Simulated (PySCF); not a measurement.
**H3NO (hydroxylamine): levels of theory compared**

We compute a comparison of 6 runs (UMP2/STO-3G, CCSDT(Q)/STO-3G, CCSDT/STO-3G, CCSDTQ/STO-3G, NEVPT2(2,2)/STO-3G, UCCSD(T)/STO-3G) of H3NO (hydroxylamine). 

Program for the calculation: PySCF 2.14.0.

2 further runs of the same task are left out: 2 set aside as unsound or not needed.

### 1 The system as given

The species is H3NO (5 atoms), meant as a singlet with charge 0. As SMILES, `NO`. The O2–H5 distance was set to 1.450 Å, away from the relaxed value. At this shape a bond of the SMILES string is far longer than usual.

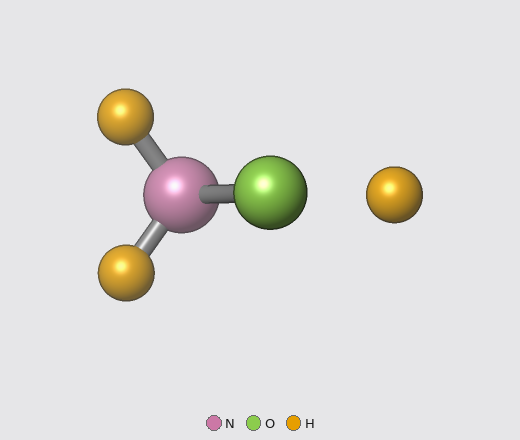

Viewed from a chosen angle; nitrogen pink, oxygen green, hydrogen amber.

### 2 The energy at UMP2/STO-3G (run 1)

The input, calc.py:

```python
from pyscf import gto, mp

molecule = gto.Mole()
molecule.atom = '''
N     -0.555832    -0.535615    -0.062327
O     -0.005192     0.505075     0.752353
H     -0.538692    -1.375315     0.515853
H     -1.533612    -0.283485    -0.204027
H      1.125640     1.012630     0.000530
'''
molecule.max_memory = 1860
molecule.verbose = 4
molecule.charge = 0
molecule.basis = 'sto-3g'
molecule.build()

mf = molecule.UHF()
mf.conv_tol = 1e-10
mf.kernel()
if not mf.converged:
    mf = mf.newton().run(mf.mo_coeff, mf.mo_occ)
for _ in range(3):
    mo, _, stable, _ = mf.stability(return_status=True)
    if stable:
        break
    mf.kernel(mf.make_rdm1(mo, mf.mo_occ))

pt = mp.MP2(mf, frozen=2).run()
e_final = pt.e_tot
print('E = %.10f Eh' % e_final)
```

On the command line:

```
OMP_NUM_THREADS=1 python calc.py
```

Log:

```text
PySCF version 2.14.0

[INPUT] num. atoms = 5
[INPUT] num. electrons = 18
[INPUT] charge = 0
[INPUT] spin (= nelec alpha-beta = 2S) = 0
[INPUT] symmetry False subgroup None
[INPUT] Mole.unit = angstrom
[INPUT] Symbol           X                Y                Z      unit          X                Y                Z       unit  Magmom
[INPUT]  1 N     -0.555832000000  -0.535615000000  -0.062327000000 AA   -1.050370251269  -1.012165658209  -0.117780960166 Bohr   0.0
[INPUT]  2 O     -0.005192000000   0.505075000000   0.752353000000 AA   -0.009811458039   0.954453422365   1.421741118995 Bohr   0.0
[INPUT]  3 H     -0.538692000000  -1.375315000000   0.515853000000 AA   -1.017980345494  -2.598968685006   0.974820890535 Bohr   0.0
[INPUT]  4 H     -1.533612000000  -0.283485000000  -0.204027000000 AA   -2.898106661346  -0.535709010422  -0.385555152017 Bohr   0.0
[INPUT]  5 H      1.125640000000   1.012630000000   0.000530000000 AA    2.127151314855   1.913593365518   0.001001554846 Bohr   0.0

[... 84 lines left out ...]
converged SCF energy = -129.151105118824  <S^2> = 3.1192826e-12  2S+1 = 1
[... 72 lines left out ...]
converged SCF energy = -129.1728966511  <S^2> = 0.53641154  2S+1 = 1.773597
[... 3 lines left out ...]
******** <class 'pyscf.mp.ump2.UMP2'> ********
nocc = (np.int64(7), np.int64(7)), nmo = (11, 11)
frozen orbitals 2
E(UMP2) = -129.249696190866  E_corr = -0.0767995397669514
E(SCS-UMP2) = -129.258313896067  E_corr = -0.0854172449674144
E_corr(same-spin) = -0.00777946471491606
E_corr(oppo-spin) = -0.0690200750520353
E = -129.2496961909 Eh
```

Wall time 1.4 s (1 thread of Intel Xeon Platinum 8375C at 2.90GHz (Ice Lake), shared host); peak memory 0.12 GiB.

### 3 The energy at CCSDT(Q)/STO-3G (run 2)

The input, run.py:

```python
from pyscf import gto, scf, cc

mol = gto.M(
    atom='''
N       -0.555832      -0.535615      -0.062327
O       -0.005192       0.505075       0.752353
H       -0.538692      -1.375315       0.515853
H       -1.533612      -0.283485      -0.204027
H        1.125640       1.012630       0.000530
''',
    verbose=3,
    max_memory=1860,
    basis='sto-3g',
)

hf = scf.RHF(mol)
hf.conv_tol = 1e-10
hf.kernel()
if not hf.converged:
    hf = hf.newton().run(hf.mo_coeff, hf.mo_occ)

mycc = cc.CCSDT(hf, frozen=2)
mycc.kernel()
e_bracket, e_q = mycc.ccsdt_q()
etot = mycc.e_tot + e_q
print('Final energy', etot)
```

On the command line:

```
OMP_NUM_THREADS=1 python run.py
```

Log:

```text
converged SCF energy = -129.151105118822
_make_eris_incore_RCCSDT

WARN: A large `blksize` is being used, which may cause large memory consumption
      for storing contraction intermediates. If memory is sufficient, consider using
      `pyscf.cc.rccsdt_highm.RCCSDT` instead.

RCCSDT converged
E(RCCSDT) = -129.3157482253889   E_corr = -0.1646431065671368
E_corr(same-spin) = -0.00746701747240582
E_corr(oppo-spin) = -0.157176089094731
_make_eris_incore_RCCSDT
Final energy -129.3159901020482
```

It took 1.5 s on 1 thread of Intel Xeon Platinum 8375C at 2.90GHz (Ice Lake), shared host; peak memory 0.1 GiB.

Run 3 isn't shown in full; the table further down has it.

### 4 The energy at CCSDTQ/STO-3G (run 4)

The input, input.xyz:

```xyz
5
H3NO
N     -0.555832    -0.535615    -0.062327
O     -0.005192     0.505075     0.752353
H     -0.538692    -1.375315     0.515853
H     -1.533612    -0.283485    -0.204027
H      1.125640     1.012630     0.000530
```

The input, calc.py:

```python
from pyscf import gto, cc

system = gto.Mole()
system.atom = 'input.xyz'
system.basis = 'sto-3g'
system.max_memory = 1860
system.charge = 0
system.verbose = 4
system.build()

calc0 = system.RHF()
calc0.conv_tol = 1e-10
calc0.kernel()
if not calc0.converged:
    calc0 = calc0.newton().run(calc0.mo_coeff, calc0.mo_occ)

mycc = cc.CCSDTQ(calc0, frozen=2)
mycc.kernel()
etot = mycc.e_tot
print('Final energy', etot)
```

On the command line:

```
OMP_NUM_THREADS=1 python calc.py
```

Log:

```text
PySCF version 2.14.0

[INPUT] num. atoms = 5
[INPUT] num. electrons = 18
[INPUT] charge = 0
[INPUT] spin (= nelec alpha-beta = 2S) = 0
[INPUT] symmetry False subgroup None
[INPUT] Mole.unit = angstrom
[INPUT] Symbol           X                Y                Z      unit          X                Y                Z       unit  Magmom
[INPUT]  1 N     -0.555832000000  -0.535615000000  -0.062327000000 AA   -1.050370251269  -1.012165658209  -0.117780960166 Bohr   0.0
[INPUT]  2 O     -0.005192000000   0.505075000000   0.752353000000 AA   -0.009811458039   0.954453422365   1.421741118995 Bohr   0.0
[INPUT]  3 H     -0.538692000000  -1.375315000000   0.515853000000 AA   -1.017980345494  -2.598968685006   0.974820890535 Bohr   0.0
[INPUT]  4 H     -1.533612000000  -0.283485000000  -0.204027000000 AA   -2.898106661346  -0.535709010422  -0.385555152017 Bohr   0.0
[INPUT]  5 H      1.125640000000   1.012630000000   0.000530000000 AA    2.127151314855   1.913593365518   0.001001554846 Bohr   0.0

[... 44 lines left out ...]
converged SCF energy = -129.151105118822
[... 22 lines left out ...]
Init t2, MP2 energy = -129.264828844453  E_corr(MP2) -0.113723725631
[... 18 lines left out ...]
RCCSDTQ converged
[... 3 lines left out ...]
Final energy -129.31609098388392
```

Wall time 7.8 s (1 thread of Intel Xeon Platinum 8375C at 2.90GHz (Ice Lake), shared host); peak memory 0.13 GiB.

Run 5 isn't shown in full; the table further down has it.

### 5 A single-point energy at UCCSD(T)/STO-3G (run 6)

The input, input.py:

```python
from pyscf import gto, cc

mol = gto.M(
    atom='''
N     -0.555832    -0.535615    -0.062327
O     -0.005192     0.505075     0.752353
H     -0.538692    -1.375315     0.515853
H     -1.533612    -0.283485    -0.204027
H      1.125640     1.012630     0.000530
''',
    basis='sto-3g',
    verbose=3,
    max_memory=1860,
    spin=0,
)

mf = mol.UHF()
mf.conv_tol = 1e-10
mf.kernel()
if not mf.converged:
    mf = mf.newton().run(mf.mo_coeff, mf.mo_occ)
for _ in range(3):
    mo, _, stable, _ = mf.stability(return_status=True)
    if stable:
        break
    mf.kernel(mf.make_rdm1(mo, mf.mo_occ))

mycc = cc.CCSD(mf, frozen=2)
mycc.kernel()
e_t = mycc.ccsd_t()
e_final = mycc.e_tot + e_t
print('E(%s) = %.9f' % ('CCSD(T)', e_final))
```

On the command line:

```
OMP_NUM_THREADS=1 python input.py
```

Log:

```text
converged SCF energy = -129.151105118824  <S^2> = 3.1192826e-12  2S+1 = 1
<class 'pyscf.scf.uhf.UHF'> wavefunction has an internal instability
converged SCF energy = -129.1728966511  <S^2> = 0.53641154  2S+1 = 1.773597
<class 'pyscf.scf.uhf.UHF'> wavefunction is stable in the internal stability analysis
E(UCCSD) = -129.3137477911999  E_corr = -0.1408511401004021
UCCSD(T) correction = -0.00133633371961191
E(CCSD(T)) = -129.315084125
```

It took 1.9 s on 1 thread of Intel Xeon Platinum 8375C at 2.90GHz (Ice Lake), shared host; peak memory 0.12 GiB.

### 6 The series

```csv
run,level,follow instability,frozen core orbitals,energy (Eh),dipole moment (D) of the reference,HOMO energy (eV),LUMO energy (eV),wall time
1,UMP2/STO-3G,yes,2,-129.249696,1.27,-9.11,9.95,1.4 s
2,CCSDT(Q)/STO-3G,–,2,-129.315990,0.75,-8.36,7.92,1.5 s
3,CCSDT/STO-3G,–,2,-129.315748,0.75,-8.36,7.92,0.94 s
4,CCSDTQ/STO-3G,–,2,-129.316091,0.75,-8.36,7.92,7.8 s
5,"NEVPT2(2,2)/STO-3G",–,–,-129.291451,0.75,-8.36,7.92,0.85 s
6,UCCSD(T)/STO-3G,yes,2,-129.315084,1.27,-9.11,9.95,1.9 s
```

### 7 Outcome

| quantity | value |
| --- | --- |
| run 6: total energy | -129.31508 Eh |
| run 6: dipole moment (Hartree–Fock density) | 1.27 D |
| run 6: HOMO energy (Hartree–Fock orbitals) | -9.11 eV |
| run 6: LUMO energy (Hartree–Fock orbitals) | 9.95 eV |
| run 6: HOMO–LUMO gap (Hartree–Fock orbitals) | 19.06 eV |
| run 6: correlation energy (2 core orbitals frozen) | -142.2 mEh |
| run 6: (T) correction | -1.34 mEh |
| run 6: ⟨S²⟩ of the reference determinant | 0.536 |
| run 6: T1 diagnostic | 0.075 |

**Reading.** In runs 1, 2, 3, 4, 5, 6 the basis is minimal, so the values are rough. Spin contamination of the reference: run 1 ⟨S²⟩ = 0.54, run 6 ⟨S²⟩ = 0.54. All runs together took 14 s, the longest 7.8 s.
